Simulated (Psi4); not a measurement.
**CH2NSn (SMILES N#[C][SnH2]): levels of theory compared**

Aim: a comparison of 5 runs (UHF/STO-3G, UHF/3-21G, UHF/def2-SVP, UPBE/def2-TZVP, UCCSD/STO-3G) of CH2NSn. 

Program for the calculation: Psi4 1.11.

8 further runs of the same task are left out: 3 for a known fault of the program, 2 that didn't finish, 3 set aside as unsound or not needed.

## (1) The molecule

The species is CH2NSn (5 atoms), meant as a doublet with charge 0. As SMILES, `N#[C][SnH2]`. Geometry: relaxed at PBE0-D4/def2-TZVP.

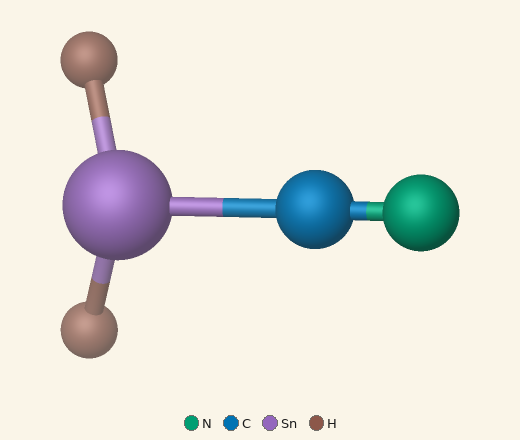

Viewed from a chosen angle; nitrogen teal, carbon blue, tin purple, hydrogen brown.

## (2) Energy and gradient at UHF/STO-3G (run 1)

ch2nsn.json reads:

```json
{
  "schema_name": "qcschema_input",
  "schema_version": 1,
  "molecule": {
    "schema_name": "qcschema_molecule",
    "schema_version": 2,
    "symbols": ["N", "C", "Sn", "H", "H"],
    "geometry": [1.57565364, -2.90205241, 3.14752783, 0.95620142, -1.6091018, 1.504222, 0.01814137, 0.62568832, -1.67486426, -3.11521352, 0.07218754, -2.23743573, 0.65951442, 3.67438348, -0.81749552],
    "molecular_charge": 0,
    "molecular_multiplicity": 2,
    "fix_symmetry": "c1"
  },
  "driver": "gradient",
  "model": {
    "method": "scf",
    "basis": "STO-3G"
  },
  "keywords": {
    "reference": "uhf",
    "puream": true,
    "e_convergence": 1e-09,
    "d_convergence": 1e-08,
    "scf_type": "pk",
    "maxiter": 200
  }
}
```

Started as:

```
$ psi4 --qcschema ch2nsn.json -n 1 --memory 1600MB
```

stdout:

```text
[...]
  Running in c1 symmetry.
[...]
  Nuclear repulsion =  186.006603470098497
[...]
  Multiplicity = 2
[...]
  Nalpha       = 33
  Nbeta        = 32
[...]
    Number of basis functions: 39
[...]
   @UHF iter   1: -6055.26778887623004   -3.89793e+00   1.53085e-02 DIIS/ADIIS
[...]
   @UHF iter  22: -6055.57710302604573   -8.18545e-12   7.33477e-10 DIIS
[...]
   @S^2 Observed:                8.551611283E-01
[...]
    Orbital Energies [Eh]
    ---------------------
    Alpha Occupied:
       1A   -1029.902195     2A   -153.534019     3A   -145.364164
       4A   -145.363238     5A   -145.362992     6A    -29.610674
       7A    -26.594219     8A    -26.592481     9A    -26.591588
      10A    -18.195174    11A    -18.194919    12A    -18.194355
      13A    -18.193238    14A    -18.193229    15A    -15.303128
      16A    -10.952388    17A     -4.822319    18A     -3.578415
      19A     -3.573910    20A     -3.571276    21A     -1.131935
      22A     -0.902924    23A     -0.898136    24A     -0.895796
      25A     -0.892709    26A     -0.892386    27A     -0.619097
      28A     -0.494111    29A     -0.419495    30A     -0.408398
      31A     -0.393967    32A     -0.381110    33A     -0.249649
[...]
  @UHF Final Energy: -6055.57710302604573
   => Energetics <=
    Nuclear Repulsion Energy =            186.0066034700984972
    One-Electron Energy =               -8743.0489266826734820
    Two-Electron Energy =                2501.4652201865301322
    Total Energy =                      -6055.5771030260457337
  UHF NO Occupations:
  HONO-2 :   31  A 1.9795369
  HONO-1 :   32  A 1.9709748
[...]
 Multipole Moments:
 ------------------------------------------------------------------------------------
     Multipole            Electronic (a.u.)      Nuclear  (a.u.)        Total (a.u.)
 ------------------------------------------------------------------------------------
 L = 1.  Multiply by 2.5417464519 to convert [e a0] to [Debye]
 Dipole X            :         -0.7971542            0.6122778           -0.1848764
 Dipole Y            :          4.0181100           -3.2213165            0.7967935
 Dipole Z            :         -8.0924812            6.5583451           -1.5341360
 Magnitude           :                                                    1.7385720
[...]
  -Total Gradient:
     Atom            X                  Y                   Z
    ------   -----------------  -----------------  -----------------
       1       -0.008847714872     0.019471474476    -0.025923159802
       2        0.014169652963    -0.033059668002     0.046231874928
       3        0.013400957640    -0.004967600604    -0.023025207006
       4       -0.026122031820    -0.006714715774    -0.004949701820
       5        0.007399136066     0.025270510174     0.007666193382
[...]
```

The result, in JSON:

```text
{
 "driver": "gradient",
 "model": {
  "method": "scf",
  "basis": "STO-3G"
 },
 "success": true,
 "return_result": [-0.008847714871900059, 0.019471474476451034, -0.025923159801796714, 0.014169652963057444, -0.03305966800164212, 0.04623187492780012, 0.013400957640278308, -0.00496760060403257, -0.02302520700614702, -0.02612203182033282, -0.006714715773830385, -0.004949701819780418, 0.007399136065994544, 0.0252705101739448, 0.007666193382408107],
 "properties": {
  "calcinfo_nbasis": 39,
  "calcinfo_nmo": 39,
  "calcinfo_nalpha": 33,
  "calcinfo_nbeta": 32,
  "calcinfo_natom": 5,
  "nuclear_repulsion_energy": 186.0066034700985,
  "return_energy": -6055.577103026046,
  "return_gradient": [-0.008847714871900059, 0.019471474476451034, -0.025923159801796714, 0.014169652963057444, -0.03305966800164212, 0.04623187492780012, 0.013400957640278308, -0.00496760060403257, -0.02302520700614702, -0.02612203182033282, -0.006714715773830385, -0.004949701819780418, 0.007399136065994544, 0.0252705101739448, 0.007666193382408107],
  "scf_one_electron_energy": -8743.048926682673,
  "scf_two_electron_energy": 2501.46522018653,
  "scf_dipole_moment": [-0.18487643785882324, 0.7967934596134065, -1.534136049705742],
  "scf_total_energy": -6055.577103026046,
  "scf_total_gradient": [-0.008847714871900059, 0.019471474476451034, -0.025923159801796714, 0.014169652963057444, -0.03305966800164212, 0.04623187492780012, 0.013400957640278308, -0.00496760060403257, -0.02302520700614702, -0.02612203182033282, -0.006714715773830385, -0.004949701819780418, 0.007399136065994544, 0.0252705101739448, 0.007666193382408107],
  "scf_iterations": 22
 }
}
```

Run time: 2.7 s. Hardware: 1 thread of AMD EPYC 7B13 (Zen 3), shared host; peak memory 0.19 GiB.

## (3) Energy and forces at UHF/3-21G (run 2)

input.dat reads:

```
memory 1600 MB

molecule {
  0 2
  N      0.833800    -1.535700     1.665600
  C      0.506000    -0.851500     0.796000
  Sn     0.009600     0.331100    -0.886300
  H     -1.648500     0.038200    -1.184000
  H      0.349000     1.944400    -0.432600
  units angstrom
  symmetry c1
  no_reorient
  no_com
}

set basis 3-21G
set reference uhf
set puream true
set e_convergence 1e-09
set d_convergence 1e-08
set scf_type pk
set maxiter 200

e_tot, wfn = gradient("hf", return_wfn=True)
print_variables()
```

Started as:

```
$ psi4 -i input.dat -o output.dat -n 1
```

output.dat:

```text
[...]
  Running in c1 symmetry.
[...]
  Nuclear repulsion =  186.006603346301944
[...]
  Multiplicity = 2
[...]
  Nalpha       = 33
  Nbeta        = 32
[...]
    Number of basis functions: 53
[...]
   @UHF iter   1: -6088.91960003633903   -3.84957e+00   1.17720e-02 ADIIS/DIIS
[...]
   @UHF iter  20: -6089.19824660655559    0.00000e+00   4.78122e-09 DIIS
[...]
   @S^2 Observed:                7.909805535E-01
[...]
    Orbital Energies [Eh]
    ---------------------
    Alpha Occupied:
       1A   -1034.917191     2A   -156.260772     3A   -145.407175
       4A   -145.406020     5A   -145.405671     6A    -31.569060
       7A    -26.945774     8A    -26.943428     9A    -26.942425
      10A    -19.111179    11A    -19.110612    12A    -19.109542
      13A    -19.108839    14A    -19.108828    15A    -15.506432
      16A    -11.192792    17A     -5.582577    18A     -3.967921
      19A     -3.963855    20A     -3.962585    21A     -1.451875
      22A     -1.449843    23A     -1.449093    24A     -1.446244
      25A     -1.445482    26A     -1.240080    27A     -0.728981
      28A     -0.589445    29A     -0.510597    30A     -0.498093
      31A     -0.484899    32A     -0.461464    33A     -0.339946
[...]
  @UHF Final Energy: -6089.19824660655559
   => Energetics <=
    Nuclear Repulsion Energy =            186.0066033463019437
    One-Electron Energy =               -8767.7028326905528957
    Two-Electron Energy =                2492.4979827376951107
    Total Energy =                      -6089.1982466065546760
  UHF NO Occupations:
  HONO-2 :   31  A 1.9939801
  HONO-1 :   32  A 1.9868843
[...]
 Multipole Moments:
 ------------------------------------------------------------------------------------
     Multipole            Electronic (a.u.)      Nuclear  (a.u.)        Total (a.u.)
 ------------------------------------------------------------------------------------
 L = 1.  Multiply by 2.5417464519 to convert [e a0] to [Debye]
 Dipole X            :        -15.4592621           15.2181535           -0.2411086
 Dipole Y            :         -4.2425245            5.0620094            0.8194849
 Dipole Z            :         54.2981607          -55.7401177           -1.4419570
 Magnitude           :                                                    1.6759859
[...]
  -Total Gradient:
     Atom            X                  Y                   Z
    ------   -----------------  -----------------  -----------------
       1        0.005785825955    -0.010474047450     0.011397227331
       2       -0.007572783057     0.012634933149    -0.012184691706
       3       -0.003560919328     0.003977955957    -0.000589774671
       4        0.006529097455     0.000610361305     0.002136175455
       5       -0.001181221015    -0.006749202788    -0.000758936770
[...]
```

Run time: 2.9 s. Hardware: 1 thread of AMD EPYC 7B13 (Zen 3), shared host; peak memory 0.2 GiB.

Runs 3 to 4 aren't shown in full; the table further down has their settings and results.

## (4) A single-point energy at UCCSD/STO-3G (run 5)

run_ase.py reads:

```python
import numpy as np
from ase.calculators.psi4 import Psi4
from ase import Atoms

a = Atoms(['N', 'C', 'Sn', 'H', 'H'], positions=[
    [0.833800, -1.535700, 1.665600],
    [0.506000, -0.851500, 0.796000],
    [0.009600, 0.331100, -0.886300],
    [-1.648500, 0.038200, -1.184000],
    [0.349000, 1.944400, -0.432600],
])
calc = Psi4(atoms=a, method='ccsd', basis='STO-3G', memory='1600MB', num_threads=1, charge=0, multiplicity=2, label='psi4-calc', reference='uhf')
calc.psi4.set_options({'puream': True, 'e_convergence': 1e-09, 'd_convergence': 1e-08, 'scf_type': 'pk', 'num_frozen_docc': 20, 'maxiter': 200})
a.calc = calc

print(f'energy: {a.get_potential_energy():.6f} eV')
```

Started as:

```
$ python run_ase.py
```

psi4-calc.dat:

```text
[...]
  Running in c1 symmetry.
[...]
  Nuclear repulsion =  186.006603346301944
[...]
  Multiplicity = 2
[...]
  Nalpha       = 33
  Nbeta        = 32
[...]
    Number of basis functions: 39
[...]
   @UHF iter   1: -6055.26778887274759   -3.89793e+00   1.53085e-02 ADIIS/DIIS
[...]
   @UHF iter  22: -6055.57710302652686   -1.36424e-11   7.33477e-10 DIIS
[...]
   @S^2 Observed:                8.551611548E-01
[...]
    Orbital Energies [Eh]
    ---------------------
    Alpha Occupied:
       1A   -1029.902195     2A   -153.534019     3A   -145.364164
       4A   -145.363238     5A   -145.362992     6A    -29.610674
       7A    -26.594219     8A    -26.592481     9A    -26.591588
      10A    -18.195174    11A    -18.194919    12A    -18.194355
      13A    -18.193238    14A    -18.193229    15A    -15.303128
      16A    -10.952388    17A     -4.822319    18A     -3.578415
      19A     -3.573910    20A     -3.571276    21A     -1.131935
      22A     -0.902924    23A     -0.898136    24A     -0.895796
      25A     -0.892709    26A     -0.892386    27A     -0.619097
      28A     -0.494111    29A     -0.419495    30A     -0.408398
      31A     -0.393967    32A     -0.381110    33A     -0.249649
[...]
  @UHF Final Energy: -6055.57710302652686
   => Energetics <=
    Nuclear Repulsion Energy =            186.0066033463019437
    One-Electron Energy =               -8743.0489264622665360
    Two-Electron Energy =                2501.4652200894365706
    Total Energy =                      -6055.5771030265277659
  UHF NO Occupations:
  HONO-2 :   31  A 1.9795369
  HONO-1 :   32  A 1.9709748
[...]
 Multipole Moments:
 ------------------------------------------------------------------------------------
     Multipole            Electronic (a.u.)      Nuclear  (a.u.)        Total (a.u.)
 ------------------------------------------------------------------------------------
 L = 1.  Multiply by 2.5417464519 to convert [e a0] to [Debye]
 Dipole X            :         -0.7971542            0.6122778           -0.1848764
 Dipole Y            :          4.0181100           -3.2213165            0.7967935
 Dipole Z            :         -8.0924812            6.5583451           -1.5341360
 Magnitude           :                                                    1.7385720
[...]
      * MP2 total energy                      = -6055.742459310041340
[...]
      * CCSD total energy                     = -6055.770354960714940
```

Standard output:

```text
energy: -164785.904804 eV
```

It took 4.2 s on 1 thread of AMD EPYC 7B13 (Zen 3), shared host; peak memory 0.2 GiB.

## (5) All runs side by side

```tsv
run	level	core potential	properties	energy (Eh)	dipole moment (D)	HOMO energy (eV)	LUMO energy (eV)	wall time
1	UHF/STO-3G	none	–	-6055.577103	4.42	-6.79	3.93	2.7 s
2	UHF/3-21G	none	–	-6089.198247	4.26	-9.25	-0.32	2.9 s
3	UHF/def2-SVP (core potential)	def2	(mayer, wiberg, mulliken)	-306.705050	4.47	-9.59	-0.37	4.2 s
4	UPBE/def2-TZVP (core potential)	def2	(wiberg, dipole, lowdin)	-308.210951	4.13	-5.99	-4.88	33 s
5	UCCSD/STO-3G	none	–	-6055.770355	–	-6.79	3.93	4.2 s
```

## (6) Results

| quantity | value |
| --- | --- |
| run 5: total energy | -6055.77035 Eh |
| run 5: HOMO energy (Hartree–Fock orbitals) (highest over α and β) | -6.79 eV |
| run 5: LUMO energy (Hartree–Fock orbitals) (lowest over α and β) | 3.93 eV |
| run 5: correlation energy (20 core orbitals frozen) | -193.3 mEh |
| run 5: ⟨S²⟩ of the reference determinant | 0.855 |
| run 5: T1 diagnostic | 0.035 |

**Reading.** Over runs 1, 2, 3, 4 the dipole moment (its size) runs from 4.13 D (UPBE/def2-TZVP) to 4.47 D (UHF/def2-SVP). The two ends differ in method and basis. Some runs of one species differ in core potentials or relativity; totals across that change don't compare. In runs 1, 5 the basis is minimal, so the values are rough. In runs 1, 2, 5 relativity is left out where basis or elements ask for it. Spin contamination of the reference: run 1 ⟨S²⟩ = 0.86, run 5 ⟨S²⟩ = 0.86. All runs together took 47 s, the longest 33 s.
